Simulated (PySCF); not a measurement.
## Electronic structure of C2H9PSi2 (SMILES [SiH3]C[C]P[SiH3]) in real space

```json
{"atom": "C", "x (Å)": "-0.7320", "y (Å)": "0.8580", "z (Å)": "-0.8525"}
{"atom": "C", "x (Å)": "-0.4253", "y (Å)": "-0.4808", "z (Å)": "-1.3288"}
{"atom": "Si", "x (Å)": "-1.7446", "y (Å)": "-1.6098", "z (Å)": "-0.5314"}
{"atom": "P", "x (Å)": "-0.0568", "y (Å)": "1.5305", "z (Å)": "0.5231"}
{"atom": "Si", "x (Å)": "2.0300", "y (Å)": "1.0995", "z (Å)": "1.2860"}
{"atom": "H", "x (Å)": "0.5660", "y (Å)": "-0.9357", "z (Å)": "-1.1197"}
{"atom": "H", "x (Å)": "-0.6564", "y (Å)": "-0.5939", "z (Å)": "-2.4047"}
{"atom": "H", "x (Å)": "-3.1159", "y (Å)": "-1.1567", "z (Å)": "-0.8940"}
{"atom": "H", "x (Å)": "-1.5265", "y (Å)": "-2.9999", "z (Å)": "-1.0405"}
{"atom": "H", "x (Å)": "-1.5721", "y (Å)": "-1.5957", "z (Å)": "0.9510"}
{"atom": "H", "x (Å)": "-0.3425", "y (Å)": "2.9090", "z (Å)": "0.6245"}
{"atom": "H", "x (Å)": "2.0844", "y (Å)": "1.1353", "z (Å)": "2.7777"}
{"atom": "H", "x (Å)": "3.0275", "y (Å)": "2.0642", "z (Å)": "0.7332"}
{"atom": "H", "x (Å)": "2.3300", "y (Å)": "-0.2817", "z (Å)": "0.8062"}
```

Geometry: PBE0-D3(BJ)/def2-SVP.

Theory: PBE0/pcSseg-1, SCF density, gas phase, non-relativistic (PySCF).

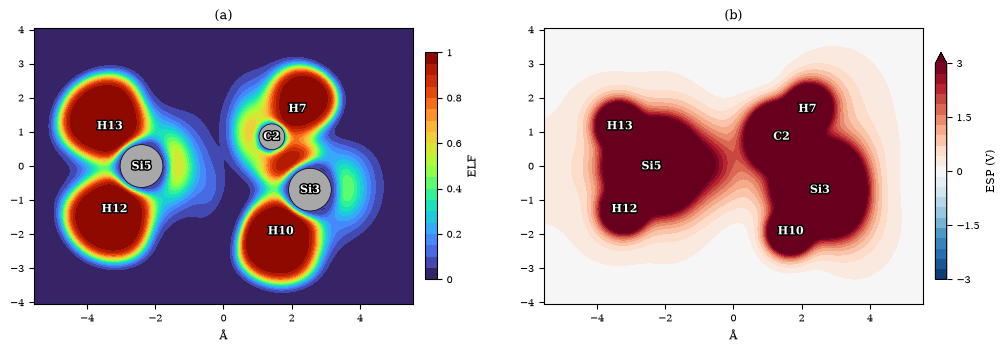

Figure 1. (a) ELF; (b) molecular electrostatic potential on the plane of atoms Si3, C2 and H7. Grey discs cover the atomic cores in the ELF map.

### What do the fields say about this system?

The section cuts through C, Si and H sites. C–Si (1.91 Å): the ELF peaks at about 0.95 between the atoms: a covalent bond. C–H (1.11 Å): the ELF climbs to about 1 towards the hydrogen, as it does in any bond to H: an ordinary covalent bond to hydrogen. Si–H (1.49 Å): the ELF climbs to about 1 towards the hydrogen. The potential has no marked negative region in this plane.

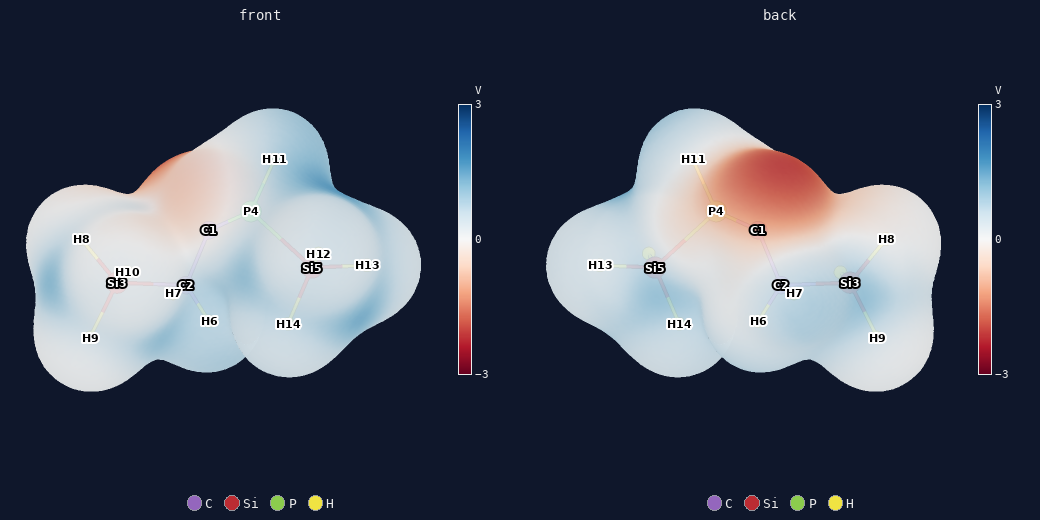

Figure 2. The molecular electrostatic potential painted on the density surface at 0.002 e/bohr³, seen from the front and from behind; red is negative and blue positive.

### Describe the electrostatic potential map.

The most negative region (about −2.0 V, or −46 kcal/mol for a unit charge) lies over C1, the most positive (about +1.5 V, or +35 kcal/mol for a unit charge) over Si5.

### How polar is the molecule by this calculation?

Its dipole moment is 2.06 D.
